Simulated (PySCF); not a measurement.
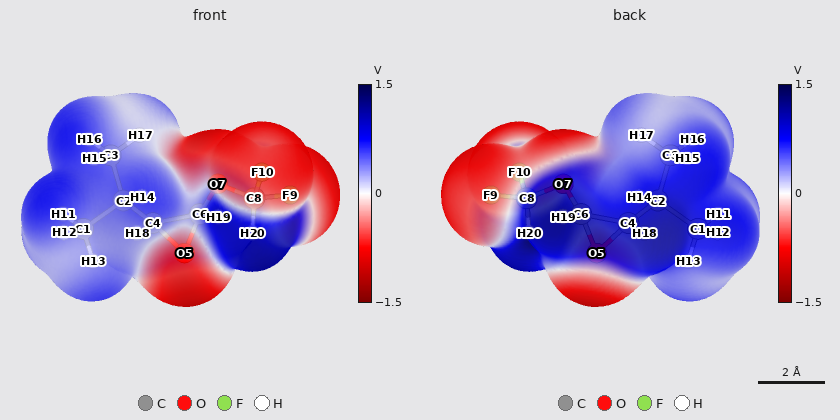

The picture shows: C$_{6}$H$_{10}$F$_{2}$O$_{2}$. The electrostatic potential painted on the density surface at 0.002 e/bohr³, seen from the front and from behind; the colour scale runs from red (negative) to blue (positive).

Geometry: GFN2-xTB.

All numbers below come from PBE0/pcSseg-1, SCF density, gas phase, non-relativistic in PySCF 2.14.0.

```yaml
atoms:
  - { symbol: C, position_ang: [-2.2083, -0.6121, 0.9388] }
  - { symbol: C, position_ang: [-0.9349, 0.1212, 0.5224] }
  - { symbol: C, position_ang: [-1.1411, 1.6342, 0.5007] }
  - { symbol: C, position_ang: [-0.5047, -0.3414, -0.8527] }
  - { symbol: O, position_ang: [0.3265, -1.4749, -0.9574] }
  - { symbol: C, position_ang: [0.8911, -0.2577, -1.2894] }
  - { symbol: O, position_ang: [1.8347, 0.2678, -0.4055] }
  - { symbol: C, position_ang: [2.9547, -0.4888, -0.2775] }
  - { symbol: F, position_ang: [3.7973, -0.2982, -1.3257] }
  - { symbol: F, position_ang: [3.6150, -0.0828, 0.8110] }
  - { symbol: H, position_ang: [-2.4911, -0.3247, 1.9480] }
  - { symbol: H, position_ang: [-3.0266, -0.3639, 0.2662] }
  - { symbol: H, position_ang: [-2.0512, -1.6874, 0.9130] }
  - { symbol: H, position_ang: [-0.1343, -0.1213, 1.2271] }
  - { symbol: H, position_ang: [-1.8906, 1.9054, -0.2398] }
  - { symbol: H, position_ang: [-1.4782, 1.9762, 1.4754] }
  - { symbol: H, position_ang: [-0.2090, 2.1369, 0.2571] }
  - { symbol: H, position_ang: [-1.2670, -0.2802, -1.6269] }
  - { symbol: H, position_ang: [1.1563, -0.1244, -2.3367] }
  - { symbol: H, position_ang: [2.7562, -1.5735, -0.2021] }
```

> Describe the electrostatic potential map.

The most negative region (about −1.0 V) lies over O5, the most positive (about +1.2 V) over C6, C8, H19 and H20. O5 is the likeliest acceptor of a hydrogen bond.

> What dipole moment does the calculation give?

Its dipole moment is 2.60 D.
